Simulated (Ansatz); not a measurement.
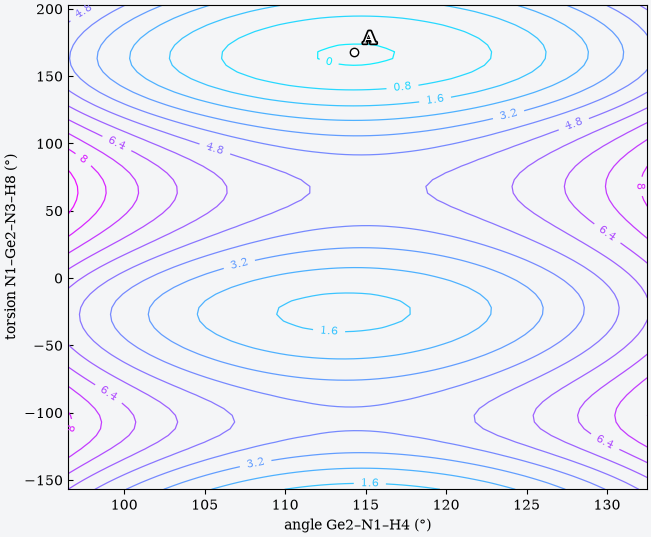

GeH₆N₂, SMILES [NH2][GeH2][NH2]. Two internal coordinates are moved rigidly from the geometry relaxed at PBE0-D4/def2-TZVP, all others fixed. First axis: angle Ge2–N1–H4. Second axis: torsion N1–Ge2–N3–H8. Grid: 5 × 8 points. Energies: kcal/mol, counted from the lowest grid point. The calculation used RHF-CCSD(T), frozen core/def2-TZVPP in Ansatz 0.2.0.

Drawn: contour lines labelled in kcal/mol, the point A. Between grid points the surface is interpolated.

Question: Find the lowest pass out of the well at A.

Answer: The easiest path leads from the well at about angle Ge2–N1–H4 = 114°, torsion N1–Ge2–N3–H8 = 170° to the well at angle Ge2–N1–H4 = 114.5°, torsion N1–Ge2–N3–H8 = −22°, about 1.5 kcal/mol higher. Its highest point lies about 4.2 kcal/mol above the bottom of the first well on the interpolated surface, at angle Ge2–N1–H4 = 114.5°, torsion N1–Ge2–N3–H8 = −112°. Seen from the upper well the barrier is about 2.7 kcal/mol. This is the barrier on the constrained surface; relaxing the other coordinates would change it.

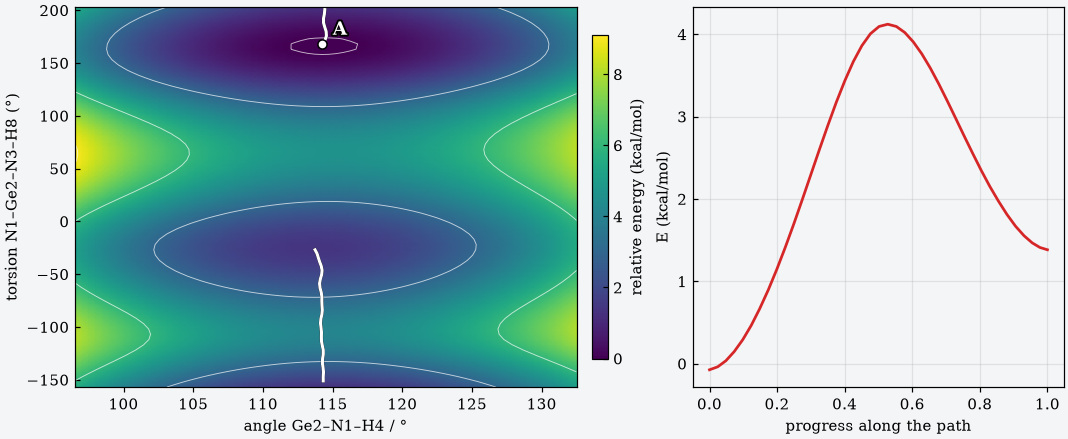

The picture shows a smooth colour map with a few white contour lines, a line along the lowest path, the energy along the path at the right. Between grid points the surface is interpolated.
